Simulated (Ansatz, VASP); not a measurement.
# Cross-check of SrO between VASP and Ansatz

One calculation is typed for both programs; each brings its own data sets. How far apart do they land? The cell is taken from a series of VASP runs on this material, whose earlier steps may have relaxed, scaled or displaced it; both programs get it as it stands. Valence electrons are named where the data sets of a main pair hold unlike numbers.

Method: plane waves, with VASP 6.6.1 beside it; band structure at PBE0 and band structure at r2SCAN-EpsX with an exact-exchange share of 0.258, in Ansatz 0.2.0.

**1. Set-up**

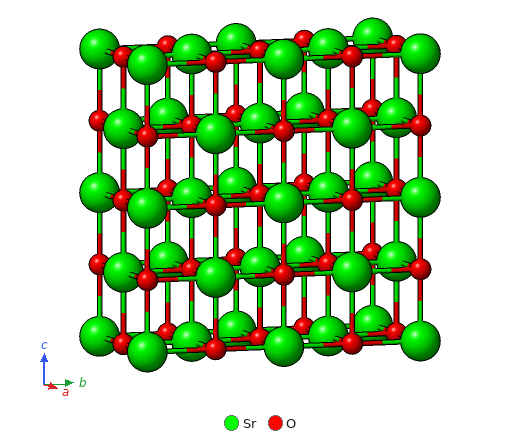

Start, viewed slightly off an axis; strontium green, oxygen red. 1×2×2 cells are drawn. This picture shows the conventional cell, with its axes. Some periodic images of atoms are drawn too.

**2. Ansatz: band structure, PBE0**

Ansatz runs on its default PAW (the set named soft_2) files.

Levels along a path test the potential and the projectors away from the mesh points.

input.yaml

```yaml
crystal:
  lattice:
    - [0.0, 2.58066, 2.58066]
    - [2.58066, 0.0, 2.58066]
    - [2.58066, 2.58066, 0.0]
  atoms:
    - { symbol: Sr, position: [0.0, 0.0, 0.0] }
    - { symbol: O, position: [0.5, 0.5, 0.5] }
hamiltonian:
  xc: pbe0
  pseudopotentials: { kind: paw }
kpoints:
  mp_grid: { grid: [5, 5, 5] }
  band_path:
    path:
      - [0.0, 0.0, 0.0]
      - [0.5, 0.0, 0.5]
      - [0.5, 0.22222, 0.72222]
      - [0.40278, 0.34722, 0.75]
      - [0.125, 0.125, 0.25]
      - [0.27778, 0.27778, 0.27778]
      - [0.55556, 0.38889, 0.55556]
      - [0.58333, 0.25, 0.66667]
      - [0.5, 0.30556, 0.69444]
      - [0.48611, 0.48611, 0.52778]
      - [0.625, 0.25, 0.625]
      - [0.5, 0.0, 0.5]
    npoints: 1
scf:
  occupations: { method: gaussian, width: 0.03 }
  n_extra_bands: 7
output:
  forces: true
  stress: true
  eigenvalues: true
```

The run is started by

```console
> ansatz run input.yaml --threads 4 --pin off --max-ram 9216MiB --backend cpu --events-out ev --progress --plain --runs-dir out
```

Numbers of over 12 decimals in the logs are rounded to 6 here.

Output:

```text
Warning: output.stress: scf.convergence.dr2_threshold = 1e-7 eV (the SCF's general default) is looser than the 2e-10 eV advised for a printed stress (1e-10 eV for each atom of the cell: 2). What an SCF threshold leaves in a stress goes as its square root, and in the free energy as the threshold itself, and one threshold admits the most on a small cell: [figures from the program's tests cut] Set scf.convergence.dr2_threshold to 2e-10 eV or tighter. The threshold is an SCF's pass mark: one that does not reach it within its budget of iterations ends unconverged, or closes short of it on a stop that the run arms, and scf.convergence.dr2_threshold's page says what that costs each kind of run
Warning: output.stress: scf.exx.energy_threshold = 1e-6 eV is looser than the 2e-8 eV advised for a stress under a hybrid functional (1e-8 eV for each atom of the cell: 2). Every SCF of the exchange loop can meet its threshold on dr2 while the loop round them stops early: no threshold on dr2 bounds what that leaves in the stress. Set scf.exx.energy_threshold to 2e-8 eV or tighter. The threshold is the loop's pass mark: a loop that does not reach it within its budget of cycles ends unconverged, and scf.exx.energy_threshold's page has the law
scf.n_extra_bands = 7 over 8 filled bands (N_el = 16.0): the run solves 15 bands
Engine: ansatz 0.2.0, aarch64-unknown-linux-gnu
Pseudopotentials: kind: paw
Pseudopotential: Sr, paw, valence charge 10, recommended cutoff 420 eV (normal), Sr.paw.azcp
Pseudopotential: O, paw, valence charge 6, recommended cutoff 420 eV (normal), O.paw.azcp
Functional definition: PBE0
  parameter a = 0.25
  parameter kappa = 0.804
  parameter beta = 0.066725
  exchange = (1 - a)*pbe_x(kappa = kappa, mu = beta*pi^2/3) + a*exact_x
  correlation = pbe_c(beta = beta)
Crystal: 2 atoms, lattice volume = 34.373 Å³
Basis set: ecut = 420 eV, 645 PW (Γ), exchange–correlation on 50×50×50 points (8 copies of the dense FFT grid, shifted against one another)
Bands: 15, of which v1, the nominal top of the filled ones, is band 8 counted from 1 (7 counted from 0)
Symmetry: 48 space group operations
Space group: Fm-3m (ITA 225), of the structure as read, at distance tolerance 3.3e-5 Å
k-points: 10 of 125
Non-local potential: Sr, projectors of the file, l = 0: 3, l = 1: 2, l = 2: 2
Non-local potential: O, projectors of the file, l = 0: 2, l = 1: 2, l = 2: 1
PAW form: soft (Blöchl's): semilocal exchange-correlation on the pseudo side does not see the compensation charge
PAW frozen core: Sr, regenerated for the run's functional, and the local potential with it (the file was generated under x = pbe(κ = 0.804, μ = 0.219515), c = pbe(β = 0.066725))
PAW frozen core: O, regenerated for the run's functional, and the local potential with it (the file was generated under x = pbe(κ = 0.804, μ = 0.219515), c = pbe(β = 0.066725))
PAW one-centre angular grid: Sr, 110 points (default); XC on 64 Gauss nodes
PAW one-centre angular grid: O, 110 points (default); XC on 64 Gauss nodes
Initial density: superposition of atomic densities (neutral atoms: chi_scale 0, normalization atom), corrected by the library's trained network
Initial wavefunctions: pseudopotential atomic-orbital guess
Functional: x = pbe(κ = 0.804, μ = 0.219515), c = pbe(β = 0.066725), warm-up for x = 0.75 pbe(κ = 0.804, μ = 0.219515) + 0.25 exact, c = pbe(β = 0.066725)
SCF iter   1: F=—  HF=-4114.624404 eV  |F-HF|=—  |Δ(HF+E_count)|=         —  Δρ=1.17e-3  dr2=2.90e-4  ethr=1.77e-3  ⟨swp⟩=2.0  Hψ=1070  notcnv=0
preconditioner: auto → none  [insulator: Δε(μ)=3.494 eV  Ē_g=18.158 eV  σ=0.030 eV  W_gap=1.00  n_scr=8 (ndim 8)  ℏωp=23.7 eV  f_vac=0.000  D(μ)=0.00/eV (n_scr^D=0)]
SCF iter   2: F=-4114.624526 eV  HF=-4114.624482 eV  |F-HF|=4.42e-5  |Δ(HF+E_count)|=   7.82e-5  Δρ=4.17e-4  dr2=3.08e-5  ethr=1.81e-6  ⟨swp⟩=3.6  Hψ=329  notcnv=0  defer=3
SCF 1 stopped early in 2 iterations: F = -4114.624526 eV  dr2 = 3.08e-5
  greatest PAW one-centre occupation: 0.987 electrons in one spin orbital (limit 2), on the Sr atom at site 0 (counted from 0), in its partial waves of l = 0
Initial density: handed on by an earlier stage of this run
Initial wavefunctions: those handed on with the density
Functional: x = 0.75 pbe(κ = 0.804, μ = 0.219515) + 0.25 exact, c = pbe(β = 0.066725)
Frozen-core exchange: fock
SCF iter   1: F=—  HF=-4116.885008 eV  |F-HF|=—  |Δ(HF+E_count)|=         —  Δρ=7.51e-3  dr2=3.30e-2  ethr=1.93e-6  ⟨swp⟩=5.9  Hψ=689  notcnv=0
preconditioner: auto → none  [insulator: Δε(μ)=5.884 eV  Ē_g=21.311 eV  σ=0.030 eV  W_gap=1.00  n_scr=8 (ndim 8)  ℏωp=23.7 eV  f_vac=0.000  D(μ)=0.00/eV (n_scr^D=0)]
SCF iter   2: F=—  HF=-4116.878195 eV  |F-HF|=—  |Δ(HF+E_count)|=   6.81e-3  Δρ=7.68e-3  dr2=1.40e-2  ethr=1.93e-6  ⟨swp⟩=4.6  Hψ=518  notcnv=0
SCF iter   3: F=—  HF=-4116.875213 eV  |F-HF|=—  |Δ(HF+E_count)|=   2.98e-3  Δρ=1.91e-3  dr2=1.97e-3  ethr=1.93e-6  ⟨swp⟩=4.0  Hψ=377  notcnv=0
SCF iter   4: F=—  HF=-4116.881320 eV  |F-HF|=—  |Δ(HF+E_count)|=   6.11e-3  Δρ=1.10e-3  dr2=7.16e-4  ethr=1.93e-6  ⟨swp⟩=3.9  Hψ=323  notcnv=0
iter 5 solved again at ethr=5.82e-8 eV; its pass at ethr=1.93e-6 eV (dr2=9.31e-6 eV) is discarded
SCF iter   5: F=—  HF=-4116.881137 eV  |F-HF|=—  |Δ(HF+E_count)|=   1.83e-4  Δρ=1.48e-4  dr2=2.03e-5  ethr=5.82e-8  ⟨swp⟩=2.1  Hψ=480  notcnv=0
SCF iter   6: F=-4116.881216 eV  HF=-4116.881214 eV  |F-HF|=1.75e-6  |Δ(HF+E_count)|=   7.74e-5  Δρ=8.55e-5  dr2=3.09e-6  ethr=5.82e-8  ⟨swp⟩=3.6  Hψ=307  notcnv=0
SCF 2 stopped early in 6 iterations: F = -4116.881216 eV  dr2 = 3.09e-6
hybrid outer 1: dexx = +7.402e-3 eV, tail = 1.38e-5 eV
Frozen-core exchange: fock
SCF iter   1: F=—  HF=-4116.881289 eV  |F-HF|=—  |Δ(HF+E_count)|=         —  Δρ=5.60e-5  dr2=5.56e-7  ethr=4.30e-7  ⟨swp⟩=4.2  Hψ=398  notcnv=0
preconditioner: auto → none  [insulator: Δε(μ)=5.723 eV  Ē_g=21.260 eV  σ=0.030 eV  W_gap=1.00  n_scr=8 (ndim 8)  ℏωp=23.7 eV  f_vac=0.000  D(μ)=0.00/eV (n_scr^D=0)]
SCF iter   2: F=—  HF=-4116.881289 eV  |F-HF|=—  |Δ(HF+E_count)|=   1.00e-7  Δρ=1.77e-5  dr2=4.61e-8  ethr=2.65e-9  ⟨swp⟩=3.8  Hψ=314  notcnv=0
SCF iter   3: F=—  HF=-4116.881289 eV  |F-HF|=—  |Δ(HF+E_count)|=   1.31e-7  Δρ=1.32e-5  dr2=3.69e-8  ethr=1.96e-10  ⟨swp⟩=4.0  Hψ=350  notcnv=0
SCF iter   4: F=-4116.881289 eV  HF=-4116.881289 eV  |F-HF|=4.39e-10  |Δ(HF+E_count)|=   1.10e-8  Δρ=1.87e-6  dr2=7.91e-10  ethr=1.96e-10  ⟨swp⟩=3.0  Hψ=256  notcnv=0
SCF 3 converged in 4 iterations: F = -4116.881289 eV  dr2 = 7.91e-10
  Residual-converged pass: ⟨swp⟩=3.0  Hψ=303  notcnv=0  max |occ|·‖R‖ = 2.3e-6 eV (tolerance 2.4e-6 eV)  dr2=7.32e-10  dr2_onsite=1.60e-10  max |Δocc| = 0.0e0
hybrid outer 2: dexx = +1.894e-7 eV, tail = 5.88e-9 eV, Δε = 2.94e-3 eV (about 8.00e-5 eV left of the loop's levels)
NSCF: frozen V_eff on 12 k-points
hybrid SCF converged: 2 outer / 10 inner (+2 warm-up), last move |dexx| = 1.89e-7 eV, tail = 5.88e-9 eV
Stability not checked: this state was not tested for a lower state beside it, because the functional holds exact exchange (a hybrid, or Hartree-Fock), whose exchange loop this test does not read (fock_operator; see scf.lower_state_search)
Free energy (F): -4116.881289 eV
Frozen-core exchange: fock
Harris-Foulkes:  -4116.881289 eV  (|F-HF|=4.39e-10)
Internal energy: -4116.881289 eV  (E = F + TS)
E sigma→0 (E₀):  -4116.881289 eV
Fermi energy:    9.220249 eV
--- Per-component energies (eV) ---
  E_band       = -94.493139
  E_kinetic    = 423.625005
  E_local      = -868.828359  (includes V_loc(G=0)·N_el)
  E_nonlocal   = 248.557534
  E_hartree    = 236.384889
  E_xc         = -192.145721
  E_vxc        = -200.100964  (∫ρ·V_xc dr)
  E_exx        = -49.573022  (= α·E_x^exact, valence–valence)
  E_paw        = -2862.291985  (= ΣΔE_a)
  E_vpaw       = -71.372466  (= ΣTr[D̂ρ^β])
  E_aug_tail   = 0.002387  (compensation charges beyond the density's cutoff)
  E_ewald      = -1052.229361
  E_core_change = -0.382657  (= ΣΔE_core)
  E_smearing   = -0.000000  (= −TS)
  E_closure    = 0.000000  (closes the sum)
  Σ components = -4116.881289   (vs F -4116.881289, Δ=9.09e-13)
--- Forces (eV/Å), atoms counted from 1 ---
  atom   1  Sr    -0.00000000     0.00000000    -0.00000000
  atom   2  O      0.00000000    -0.00000000    -0.00000000
  max |Σ_I F_I| component: 1.27e-29 eV/Å
--- Stress (GPa, compression-positive) ---
       -0.461493       0.000000       0.000000
        0.000000      -0.461493      -0.000000
       -0.000000       0.000000      -0.461493
  P = ⅓ Tr σ = -0.4615 GPa (-4.615 kbar)
--- Band table (eV; the first three rows and the last of 10) ---
  k-point 0: bands = [... 4 lower, -8.2733, 6.3588, 6.3588, 6.3588, 12.4738, 15.0177, 15.0177, 15.0177, ... 3 higher]
  k-point 1: bands = [... 4 lower, -7.8396, 5.4018, 5.9081, 5.9081, 14.0768, 14.7350, 15.8043, 15.8043, ... 3 higher]
  k-point 2: bands = [... 4 lower, -7.3808, 4.2692, 5.2833, 5.2833, 15.1644, 16.5392, 17.4727, 17.4727, ... 3 higher]
  k-point 9: bands = [... 4 lower, -7.8605, 5.1208, 5.6165, 5.9460, 13.9836, 15.7893, 17.6211, 19.3826, ... 3 higher]
```

Wall time 11 s (4 threads of Arm Neoverse V1, shared host); peak memory 0.58 GiB.

In the SCF lines HF is the Harris–Foulkes energy and dr2 the Hartree energy of the density residual, in eV; the loop may stop once dr2 is under the threshold and the program's other checks hold. Hψ counts applications of the Hamiltonian.

**3. VASP: band structure, PBE0**

The same cell, functional, mesh and smearing now go to VASP, with its own data sets.

Lines of VASP's logs that name or quote its potential files are left out, and so is its time.

The run reads the wave functions of an earlier VASP run, which isn't shown here.

INCAR

```
SYSTEM = SrO
PREC = Accurate
ENCUT = 460
EDIFF = 1E-06
NELM = 100
ISMEAR = 0
SIGMA = 0.03
LREAL = .FALSE.
ALGO = Normal
LHFCALC = .TRUE.
AEXX = 0.25
GGA = PE
LASPH = .TRUE.
NBANDS = 14
PRECFOCK = Fast
HFRCUT = -1
LORBIT = 11
LWAVE = .FALSE.
LCHARG = .FALSE.
KPAR = 4
```

POSCAR

```
SrO
1.0
    0.0000000000      2.5806600000      2.5806600000
    2.5806600000      0.0000000000      2.5806600000
    2.5806600000      2.5806600000      0.0000000000
Sr O
1 1
Direct
    0.0000000000      0.0000000000      0.0000000000
    0.5000000000      0.5000000000      0.5000000000
```

KPOINTS

```
Automatic mesh
0
Gamma
5 5 5
0 0 0
```

KPOINTS_OPT

```
Line mode
10
Line-mode
Reciprocal
  0.00000000   0.00000000   0.00000000 GAMMA
  0.50000000   0.00000000   0.50000000 X

  0.50000000   0.00000000   0.50000000 X
  0.50000000   0.25000000   0.75000000 W

  0.50000000   0.25000000   0.75000000 W
  0.37500000   0.37500000   0.75000000 K

  0.37500000   0.37500000   0.75000000 K
  0.00000000   0.00000000   0.00000000 GAMMA

  0.00000000   0.00000000   0.00000000 GAMMA
  0.50000000   0.50000000   0.50000000 L

  0.50000000   0.50000000   0.50000000 L
  0.62500000   0.25000000   0.62500000 U

  0.62500000   0.25000000   0.62500000 U
  0.50000000   0.25000000   0.75000000 W

  0.50000000   0.25000000   0.75000000 W
  0.50000000   0.50000000   0.50000000 L

  0.50000000   0.50000000   0.50000000 L
  0.37500000   0.37500000   0.75000000 K

  0.62500000   0.25000000   0.62500000 U
  0.50000000   0.00000000   0.50000000 X
```

The projector-augmented-wave data sets are Sr_sv and O (PBE family, release 64).

The run is started by

```console
> mpirun -np 4 vasp_std
```

Output:

```text
[banner, memory and clock lines left out]
running    4 mpi-ranks, on    1 nodes
 distrk:  each k-point on    1 cores,    4 groups
 distr:  one band on    1 cores,    1 groups

 POSCAR found type information on POSCAR SrO
 POSCAR found :  2 types and       2 ions
 LDA part: xc-table for (Slater+PW92), standard interpolation
 found WAVECAR, reading the header
 POSCAR, INCAR and KPOINTS ok, starting setup
 FFT: planning ... GRIDC
 FFT: planning ... GRID_SOFT
 FFT: planning ... GRID
 HFRCUT set to (new)   10.085124
 reading WAVECAR
 the WAVECAR file was read successfully
 initial charge from wavefunction
 entering main loop
       N       E                     dE             d eps       ncg     rms          rms(c)
DAV:   1    -0.147868952551E+02   -0.14787E+02   -0.47811E-01   314   0.919E+00    0.433E+00
DAV:   2    -0.147615430138E+02    0.25352E-01   -0.68167E-02   340   0.263E+00    0.219E+00
DAV:   3    -0.147630076494E+02   -0.14646E-02   -0.19203E-02   310   0.120E+00    0.972E-01
DAV:   4    -0.147626274714E+02    0.38018E-03   -0.13938E-03   332   0.368E-01    0.568E-01
DAV:   5    -0.147622983358E+02    0.32914E-03   -0.12220E-03   304   0.299E-01    0.422E-01
DAV:   6    -0.147622850426E+02    0.13293E-04   -0.88893E-05   304   0.937E-02    0.263E-01
DAV:   7    -0.147622539252E+02    0.31117E-04   -0.31607E-05   316   0.604E-02    0.141E-01
DAV:   8    -0.147622546177E+02   -0.69248E-06   -0.87945E-06   316   0.289E-02
   1 F= -.14762255E+02 E0= -.14762255E+02  d E =-.129656E-39
 Start KPOINTS_OPT (optional k-point list driver)
k-point batch [1-10\100]
       N       E                     dE             ncg
DAV:   1    -0.100534690295E+04   -0.45069E+04      280
DAV:   2    -0.185724031073E+04   -0.85189E+03      370
DAV:   3    -0.191162053287E+04   -0.54380E+02      338
DAV:   4    -0.191277235576E+04   -0.11518E+01      396
DAV:   5    -0.191279544263E+04   -0.23087E-01      372
DAV:   6    -0.191279582246E+04   -0.37983E-03      372
DAV:   7    -0.191279582614E+04   -0.36796E-05      246
DAV:   8    -0.191279582628E+04   -0.13914E-06      176
[...]
k-point batch [91-100\100]
       N       E                     dE             ncg
DAV:   1    -0.109082908563E+04   -0.69947E+04      280
DAV:   2    -0.188449151224E+04   -0.79366E+03      358
DAV:   3    -0.193328014301E+04   -0.48789E+02      380
DAV:   4    -0.193441105870E+04   -0.11309E+01      434
DAV:   5    -0.193443366633E+04   -0.22608E-01      408
DAV:   6    -0.193443393977E+04   -0.27344E-03      402
DAV:   7    -0.193443394525E+04   -0.54813E-05      314
DAV:   8    -0.193443394537E+04   -0.12535E-06      260
```

Parts of OUTCAR (step 3):

```text
ion  position               nearest neighbor table
   1  0.000  0.000  0.000-   2 2.58   2 2.58   2 2.58   2 2.58   2 2.58   2 2.58
   2  0.500  0.500  0.500-   1 2.58   1 2.58   1 2.58   1 2.58   1 2.58   1 2.58

  LATTYP: Found a face centered cubic cell.
 ALAT       =     5.1613200000

 Subroutine GETGRP returns: Found 48 space group operations
 (whereof 48 operations were pure point group operations)

The static configuration has the point symmetry O_h .

 Found     10 irreducible k-points:

   k-points           NKPTS =     10   k-points in BZ     NKDIM =    125   number of bands    NBANDS=     14

   dimension x,y,z NGX =    28 NGY =   28 NGZ =   28
   dimension x,y,z NGXF=    56 NGYF=   56 NGZF=   56

   ENCUT  =  460.0 eV  33.81 Ry    5.81 a.u.   6.38  6.38  6.38*2*pi/ulx,y,z

   NELECT =      16.0000    total number of electrons

 k-points in reciprocal lattice and weights: Automatic mesh
   0.00000000  0.00000000  0.00000000       0.008
   0.20000000  0.00000000  0.00000000       0.064
   0.40000000  0.00000000  0.00000000       0.064
   0.20000000  0.20000000  0.00000000       0.048
   0.40000000  0.20000000  0.00000000       0.192
  -0.40000000  0.20000000  0.00000000       0.192
  -0.20000000  0.20000000  0.00000000       0.096
   0.40000000  0.40000000  0.00000000       0.048
  -0.40000000  0.40000000  0.00000000       0.096
  -0.40000000  0.40000000  0.20000000       0.192

  exchange ACFDT corr.  =         0.00000000  see jH, gK, PRB 81, 115126

 average (electrostatic) potential at core
       1 -31.8826       2 -64.0455

 E-fermi :   0.4332

 k-point     1 :       0.0000    0.0000    0.0000
  band No.  band energies     occupation
    ...
      4     -14.5934      2.00000
      5     -14.5934      2.00000
      6       0.1582      2.00000
      7       0.1582      2.00000
      8       0.1582      2.00000
      9       6.2431      0.00000
     10       8.7618      0.00000
     11       8.7618      0.00000
     12       8.7618      0.00000
     13      10.9925      0.00000
    ...

 k-point     2 :       0.2000    0.0000    0.0000
  band No.  band energies     occupation
    ...
      4     -14.6210      2.00000
      5     -14.1408      2.00000
      6      -0.8124      2.00000
      7      -0.3061      2.00000
      8      -0.3061      2.00000
      9       7.8513      0.00000
     10       8.5010      0.00000
     11       9.5551      0.00000
     12       9.5551      0.00000
     13      12.0237      0.00000
    ...

 k-point     3 :       0.4000    0.0000    0.0000
  band No.  band energies     occupation
    ...
      4     -14.6634      2.00000
      5     -13.6682      2.00000
      6      -1.9600      2.00000
      7      -0.9436      2.00000
      8      -0.9436      2.00000
      9       8.9292      0.00000
     10      10.3395      0.00000
     11      11.2207      0.00000
     12      11.2207      0.00000
     13      14.1395      0.00000
    ...

  energy-cutoff  :      460.00
  volume of cell :       34.37
      direct lattice vectors                 reciprocal lattice vectors
     0.000000000  2.580660000  2.580660000    -0.193748886  0.193748886  0.193748886
     2.580660000  0.000000000  2.580660000     0.193748886 -0.193748886  0.193748886
     2.580660000  2.580660000  0.000000000     0.193748886  0.193748886 -0.193748886

 POSITION                                       TOTAL-FORCE (eV/Angst)
 -----------------------------------------------------------------------------------
      0.00000      0.00000      0.00000        -0.000000      0.000000     -0.000000
      2.58066      2.58066      2.58066         0.000000     -0.000000      0.000000
 -----------------------------------------------------------------------------------
    total drift:                                0.000000      0.000000      0.000000

  FREE ENERGIE OF THE ION-ELECTRON SYSTEM (eV)
  ---------------------------------------------------
  free  energy   TOTEN  =       -14.7622546177 eV

  energy  without entropy=      -14.7622546177  energy(sigma->0) =      -14.76225462

 total charge
# of ion       s       p       d       tot
------------------------------------------
    1        2.013   5.863   0.222   8.098
    2        1.562   3.453   0.000   5.015
--------------------------------------------------
tot          3.575   9.316   0.222  13.113

[... 3 further parts left out ...]
```

The k-mesh is coarse for unscreened exact exchange, which converges slowly with it.

[end of part 1 of 2]

[Lines on the potential files, build, host, timing and source positions are cut from VASP's logs without a mark.]

[Logs are printed without paths, hosts, clocks, repeated set-up lines and the standing remarks that a program may print on its own settings, such as how far it seeks lower states.]

[Hosts, paths, dates, database ids (printed as entryN), source tags and the programs' standing remarks are cut or masked in the printed files.]
